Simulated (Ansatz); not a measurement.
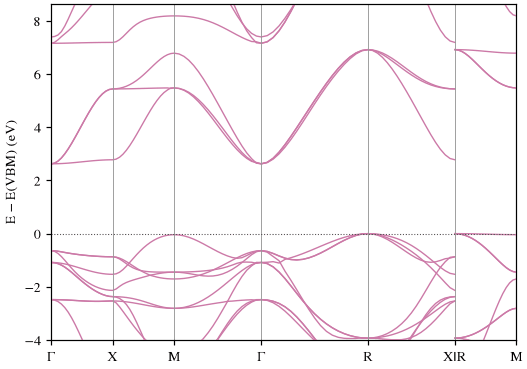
Figure: Band structure from plane-wave PAW r²SCAN (Ansatz code)

Question: Read off the gap and where the band edges lie.

Answer: About 2.6 eV (2.63 eV by a search for the band edges); maximum at R, minimum at Γ.

Question: Pick the material that matches.
(A) Ca3BiP, anti-perovskite
(B) BaHfO3, cubic perovskite
(C) KTaO3, cubic perovskite
(D) MgO, CsCl type

Answer: C, KTaO3, cubic perovskite

Space group Pm-3m (cubic perovskite). The r²SCAN relaxation kept the symmetry of its start. No spin polarisation was allowed. Spin–orbit coupling is left out wherever it is not named.

Potentials: the later of the program's two PAW sets.
